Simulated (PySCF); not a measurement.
| atom | x (Å) | y (Å) | z (Å) |
| --- | --- | --- | --- |
| F | -2.9603 | -0.7198 | -0.1150 |
| C | -2.1818 | 0.3854 | -0.3755 |
| C | -0.7810 | 0.1071 | -0.1325 |
| C | 0.3700 | -0.1756 | 0.0831 |
| Si | 2.1541 | -0.5200 | 0.3878 |
| Br | 3.2183 | 1.3775 | -0.0948 |
| H | -2.3449 | 0.6529 | -1.4273 |
| H | -2.5358 | 1.1900 | 0.2816 |
| H | 2.4054 | -0.7768 | 1.7967 |
| H | 2.6651 | -1.5160 | -0.5401 |

Geometry: GFN2-xTB.

Method: B3LYP/def2-SVPD, SCF density, gas phase (PySCF).

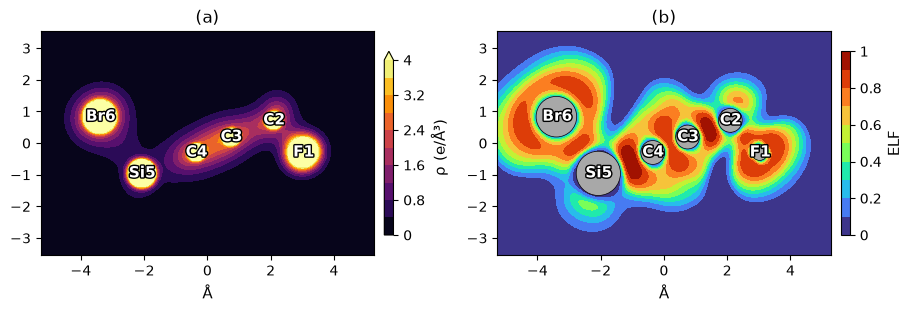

C₃H₄BrFSi (SMILES FCC#C[SiH2]Br). (a) total electron density; (b) ELF on the plane of atoms C4, Si5 and Br6. Grey discs cover the atomic cores in the ELF map.

**What does the map show?**

Atoms in the plane: F, C, Si and Br.
C–C (1.20 Å): the density is about 2.7 e/Å³ at the midpoint; the ELF peaks at about 0.85 between the atoms; a short, multiple covalent bond.
C–F (1.38 Å): ρ at the midpoint is about 2.1 e/Å³, with its minimum of 1.6 e/Å³ about 0.5 Å from C; the ELF peaks at about 0.85 between the atoms: a shared but strongly polarised pair.
C–Si (1.84 Å): ρ is about 0.95 e/Å³ halfway; the ELF peaks at about 0.95 between the atoms: localised, covalent bonding.
Si–Br (2.23 Å): ρ is about 0.76 e/Å³ halfway; the ELF peaks at about 0.90 between the atoms (a shared but strongly polarised pair).
The ELF also peaks beside F1 and Br6, away from the bonds: lone-pair regions.
